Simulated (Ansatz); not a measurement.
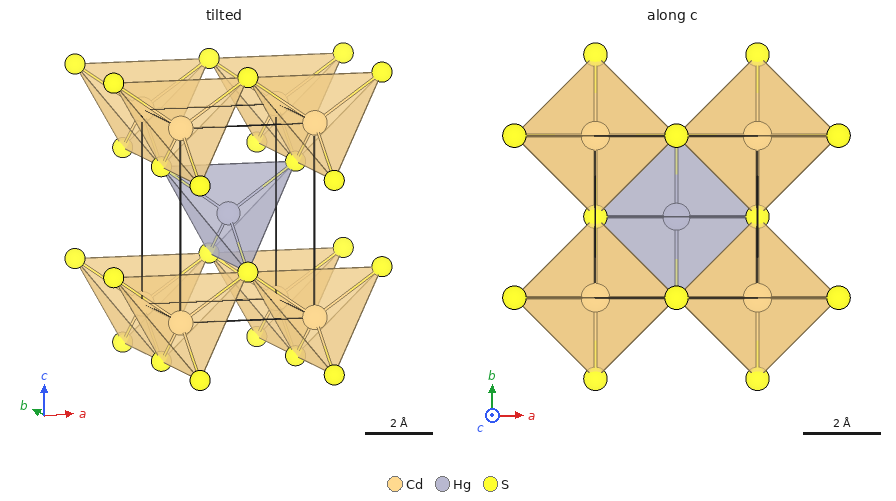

Polyhedral representation of a periodic structure, projected slightly off an axis and along the c axis. One conventional unit cell is framed, with atoms on its boundary repeated. Some atoms of the next cells are drawn as well.

CdHgS$_{2}$, space group P-4m2 (No. 115), a = 4.219 Å, b = 4.219 Å, c = 5.940 Å, α = 90.00°, β = 90.00°, γ = 90.00°. Provenance: a structure type filled with these elements by a generator (whether the compound takes this form wasn't checked). Earlier steps of the study may have refined or changed the cell and positions. It was run through Ansatz as a DFT input.

This one geometry was computed with Ansatz (DFT, plane waves, PAW) at three levels of theory: PBE with spin-orbit coupling, PBE and r2SCAN.

Which level gives the highest pressure at this volume, and what does that say about its equilibrium volume?

Highest: PBE with spin-orbit coupling (-0.3 GPa) and PBE (0.0 GPa), which points to the largest equilibrium volume. Lowest, with the smallest volume: r2SCAN (-1.6 GPa). Levels within 0.5 GPa of each other can't be told apart.

How does the band gap change with the level of theory?

PBE with spin-orbit coupling: a gap of 0.21 eV, direct; PBE: a gap of 0.22 eV, direct; r2SCAN: a gap of 0.57 eV, direct.

Collect the results in a table.

| level | cutoff (eV) | k-mesh of the run's cell | gap (eV) | pressure (GPa) |
| --- | --- | --- | --- | --- |
| PBE with spin-orbit coupling | 420 | 8×8×6 | 0.21 | -0.3 |
| PBE | 420 | 8×8×6 | 0.22 | 0.0 |
| r2SCAN | 500 | 8×8×6 | 0.57 | -1.6 |

Gaps are taken on the k-mesh or band path of each run.
